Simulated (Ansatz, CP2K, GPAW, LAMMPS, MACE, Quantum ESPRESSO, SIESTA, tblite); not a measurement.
**Forces in liquid Al56Cu44 (at. %) at 1700 K (71 atoms), program by program**

Aim: forces, pressure of liquid Al56Cu44 (at. %) at 1700 K (71 atoms) at one geometry, from other programs and methods, against plane-wave PBE.

Results are calculated, not measured.

In doubt: a PseudoDojo file used here is known to give poor structures and forces (SIESTA), which bears on pressures, cells, forces and phonons.

## 1. The cell

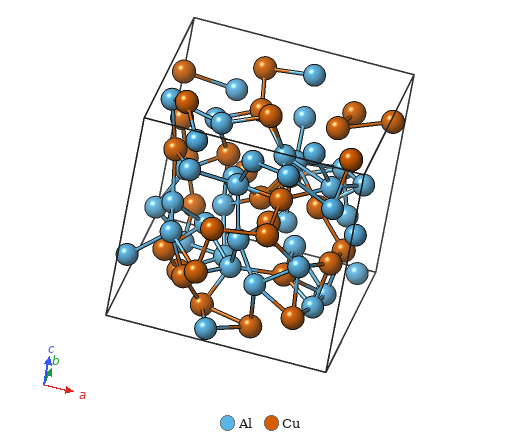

The cell (aluminium blue, copper orange). Bonds to atoms that aren't drawn are left out. Some periodic images of atoms are drawn too.

The cell holds 71 atoms (40 Al and 31 Cu), with edges of 10.68, 10.68 and 10.68 Å. Recipe: 71 atoms (40 Al, 31 Cu) placed at random at 4.38 g/cm³, melted at 1800 K for 10 ps at fixed volume with the EAM Al-Cu potential (Cai and Ye, Phys. Rev. B 54, 8398 (1996)). Snapshot at the end of a hold of 10 ps at 1700 K and zero pressure. The density is 4.15 g/cm³.

## 2. The reference input

Quantum ESPRESSO 7.5: Kohn-Sham DFT, PBE, SSSP efficiency 1.3.0 pseudopotentials, plane waves. Its input, pw.in:

```
&control
  calculation = 'scf'
  pseudo_dir = './pseudo'
  outdir = './tmp'
  disk_io = 'none'
  tprnfor = .true.
  tstress = .true.
/
&system
  ibrav = 0
  nat = 71
  ntyp = 2
  ecutwfc = 60
  ecutrho = 480
  nosym = .true.
  occupations = 'smearing'
  smearing = 'fd'
  degauss = 0.003675
/
&electrons
  conv_thr = 3.5e-07
  electron_maxstep = 100
  mixing_beta = 0.2
  mixing_mode = 'local-TF'
  diagonalization = 'david'
/
ATOMIC_SPECIES
Al 26.982 Al.upf
Cu 63.546 Cu.upf
CELL_PARAMETERS angstrom
10.68344 0.00000 0.00000
0.00000 10.68344 0.00000
0.00000 0.00000 10.68344
ATOMIC_POSITIONS crystal
Al 0.77724 0.12607 0.40548
Al 0.98269 0.22854 0.57384
Al 0.59945 0.77379 0.99601
Al 0.42052 0.31034 0.62648
[... 65 atom lines left out ...]
Cu 0.60746 0.20036 0.01815
Cu 0.13816 0.25135 0.99279
K_POINTS gamma
```

```console
$ OMP_NUM_THREADS=1 mpirun -np 4 pw.x -in pw.in > output.txt
```

The job ended after 4.8 min (4 MPI ranks of Arm Neoverse V2, shared host; peak memory 4.6 GiB; 19 min of CPU time).

It converged with an r.m.s. force component of 0.97 eV/Å and a pressure of -1.9 GPa.

## 3. What was run beside it

- CP2K 2026.2: Gaussian basis with GTH pseudopotentials and a plane-wave density; labels give functional, basis (MOLOPT sets; SR short-range, UZH the newer set with its own potentials), grid cutoff/relative cutoff and solver (OT: orbital transformation; TRS4, TC2, SIGN: linear-scaling purification with its sparsity filter), or its built-in tight binding.
- GPAW 26.7.0: PAW with atomic orbitals (LCAO), plane waves or a real-space grid of spacing h.
- MACE: machine-learned potential, published weights.
- Quantum ESPRESSO 7.5: plane waves; labels (QE) give functional, pseudopotential set and cutoffs of waves/density.
- SIESTA 5.4.2: numerical atomic orbitals, whose automatically made sets are far from complete, with PseudoDojo norm-conserving potentials that we converted to its format (checked against plane waves on the same files for H, C, O, Si, Ge and Ca alone); labels give functional, basis size, energy shift and mesh cutoff.
- tblite 0.8.0: extended tight binding, driven from Python.

All use the same cell and atoms, and the electronic-structure runs the same k-mesh.

## 4. Side by side

Differences are against the reference: forces as r.m.s. over components, share as that over the reference's r.m.s. force, slope as the fitted ratio of a run's forces to the reference's.

| run | Δ force, r.m.s. (meV/Å) | share (%) | slope | Δ pressure (GPa) | cores | CPU time | memory (GiB) |
| --- | --- | --- | --- | --- | --- | --- | --- |
| reference | - | - | - | - | 4 | 19 min | 4.6 |
| CP2K PBE+D3(BJ), DZVP-MOLOPT-SR, 800/50 Ry, diagonalisation | 33.1 | 3.42 | 0.999 | -2.87 | 4 | 10 min | 7.5 |
| CP2K PBE, DZVP-MOLOPT-SR, 1120/50 Ry, diagonalisation | 32.6 | 3.37 | 1.001 | 0.500 | 4 | 12 min | 9.6 |
| CP2K PBE, DZVP-MOLOPT-SR, 280/50 Ry, diagonalisation (coarse) | 884 | 91.3 | 1.113 | 2.02 | 2 | 7.4 min | 1.4 |
| CP2K PBE, DZVP-MOLOPT-SR, 800/50 Ry, diagonalisation | 32.7 | 3.37 | 1.001 | 0.500 | 4 | 11 min | 7.4 |
| CP2K PBE, DZVP-MOLOPT-SR, 800/70 Ry, diagonalisation | 32.7 | 3.37 | 1.001 | 0.500 | 4 | 14 min | 7.4 |
| CP2K PBE, SZV-MOLOPT-SR, 800/50 Ry, diagonalisation (coarse) | 212 | 21.9 | 1.114 | 6.02 | 2 | 5.1 min | 4.8 |
| GPAW PBE, LCAO dzp, h 0.2 Å | 53.2 | 5.49 | 1.037 | - | 1 | 6.3 min | 1.5 |
| GPAW PBE, LCAO dzp, h 0.28 Å (coarse) | 54.0 | 5.58 | 1.038 | - | 1 | 3.3 min | 0.81 |
| GPAW PBE, plane waves 450 eV | 14.8 | 1.53 | 1.006 | -0.964 | 2 | 8.3 min | 1.5 |
| GPAW revPBE, LCAO dzp, h 0.2 Å | 89.6 | 9.26 | 1.065 | - | 1 | 6.3 min | 1.5 |
| MACE MP-0b2 small potential | 169 | 17.4 | 0.955 | -1.43 | 1 | 6.1 s | 0.67 |
| MACE MP-0b3 medium potential | 158 | 16.3 | 1.014 | -0.0695 | 1 | 7 s | 0.9 |
| MACE MPA-0 medium potential | 126 | 13.0 | 0.963 | 0.730 | 1 | 7 s | 0.9 |
| QE PBE, sssp-1.3.0-efficiency, 25/200 Ry (coarse) | 39.4 | 4.07 | 0.984 | -41.7 | 2 | 6.2 min | 1.3 |
| SIESTA PBE, DZP, shift 0.01 Ry, mesh 150 Ry (coarse) | 78.6 | 8.12 | 1.053 | -0.932 | 2 | 3.6 min | 0.89 |
| SIESTA PBE, DZP, shift 0.01 Ry, mesh 500 Ry | 75.0 | 7.74 | 1.052 | -1.07 | 2 | 17 min | 2.8 |
| SIESTA PBE, SZP, shift 0.01 Ry, mesh 500 Ry (coarse) | 224 | 23.1 | 1.164 | 0.974 | 2 | 13 min | 2.4 |
| tblite IPEA1-xTB | 580 | 59.9 | 0.799 | 21.0 | 1 | 8 s | 0.15 |

Rows marked coarse were listed beforehand as settings not expected to be converged; some can still land near the reference.

Times of the machine-learned potentials are mostly Python's start and the loading of weights.

Runs without a result: CP2K GFN1-xTB, diagonalisation (not converged); tblite GFN2-xTB (not converged).

CPU time is summed over cores on shared hosts, so it is rough.

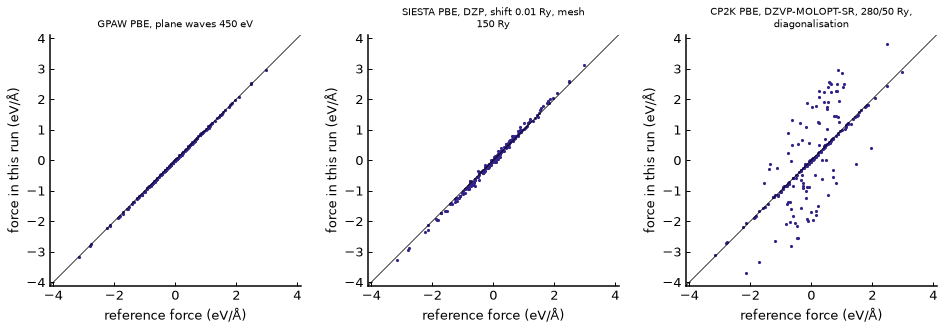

Force components against those of the reference; the line marks equality.

## 5. Findings

Forces lie from 1.5 % (GPAW PBE, plane waves 450 eV) to 91 % (CP2K PBE, DZVP-MOLOPT-SR, 280/50 Ry, diagonalisation, coarse) of the reference's r.m.s. force of 0.97 eV/Å away from it. Other PBE runs on plane waves or a grid: GPAW PBE, plane waves 450 eV 1.5 % of the r.m.s. force; the reference has errors of its own, so differences under a few per cent don't tell which side is nearer the exact PBE result. The PBE runs in local orbitals, coarse settings apart, differ by 3.4 % (CP2K PBE, DZVP-MOLOPT-SR, 1120/50 Ry, diagonalisation) to 7.7 % (SIESTA PBE, DZP, shift 0.01 Ry, mesh 500 Ry); basis, grid and potentials can all enter. Tight binding differs by 60 % (tblite IPEA1-xTB); it is another model, with fitted parameters of its own, and the xTB methods hold dispersion.

Machine-learned potentials differ by 13 % (MACE MPA-0 medium potential) to 17 % (MACE MP-0b2 small potential); they were trained on other programs' data. Rows with another functional or a dispersion term differ by 3.4 % (CP2K PBE+D3(BJ), DZVP-MOLOPT-SR, 800/50 Ry, diagonalisation) to 9.3 % (GPAW revPBE, LCAO dzp, h 0.2 Å), which mixes the change of model with differences of basis and potentials. IPEA1-xTB was fitted to ionisation energies and electron affinities, not to forces or charges. Runs with settings chosen to be coarse differ by 4.1 % (QE PBE, sssp-1.3.0-efficiency, 25/200 Ry) to 91 % (CP2K PBE, DZVP-MOLOPT-SR, 280/50 Ry, diagonalisation), their programs' other errors included. SIESTA PBE, SZP, shift 0.01 Ry, mesh 500 Ry stiffens the forces by a factor of 1.16 while following their directions (correlation 0.990); the slopes of the 3 SIESTA runs lie between 1.05 and 1.16. From CP2K PBE, DZVP-MOLOPT-SR, 280/50 Ry, diagonalisation to the finer CP2K PBE, DZVP-MOLOPT-SR, 1120/50 Ry, diagonalisation the share falls from 91 to 3.4 %. From GPAW PBE, LCAO dzp, h 0.28 Å to the finer GPAW PBE, LCAO dzp, h 0.2 Å the share goes from 5.58 to 5.49 %, so the grid isn't what parts these runs from the reference. Pressures at PBE, coarse settings apart, lie -1.07 to +0.50 GPa from the reference's. A pressure off by over 25 GPa (QE PBE, sssp-1.3.0-efficiency, 25/200 Ry) is no usable stress for this cell.

**Limits.** Periodic xTB results under one method name differ between programs and library versions. The potentials hold different valence shells: 461 electrons in the reference, 709 in SIESTA; this bears on time and differences. The reference's pressure holds the uncorrected Pulay stress of its 60 Ry basis, so small pressure differences may be the reference's own error. A potential file of the SIESTA runs is in doubt, which bears on their forces and pressure. The frame stands for 1700 K, but pressures are static and levels are smeared at 580 K, under the temperature of the frame, which matters where levels are partly filled. The electron count is odd in these runs, and they have no spin polarisation, so the unpaired electron is spread evenly over both spins. Machine-learned potentials mimic data converged in k, so the reference's own k-point error enters their differences. The network of bonds at the start is that of the classical potential that made the cell, and needn't be the one that DFT or experiment would give. The electron count is odd and the run has no spin polarisation, so levels at the top are partly filled by construction. The electronic-structure runs sample only Γ, in a cell whose shortest periodic width is 11 Å, which is coarse for a cell with partly filled levels. Where levels are smeared, the DFT runs use Fermi–Dirac occupations at 580 K (0.05 eV), and energies are free energies. The reference's cutoffs and mesh weren't converged further here.

[Logs are printed without paths, hosts, clocks, repeated set-up lines and the standing remarks that a program may print on its own settings, such as how far it seeks lower states.]

[Hosts, paths, dates, database ids (printed as entryN), source tags and the programs' standing remarks are cut or masked in the printed files.]

[Cells were taken only where this reference lay near another plane-wave run.]
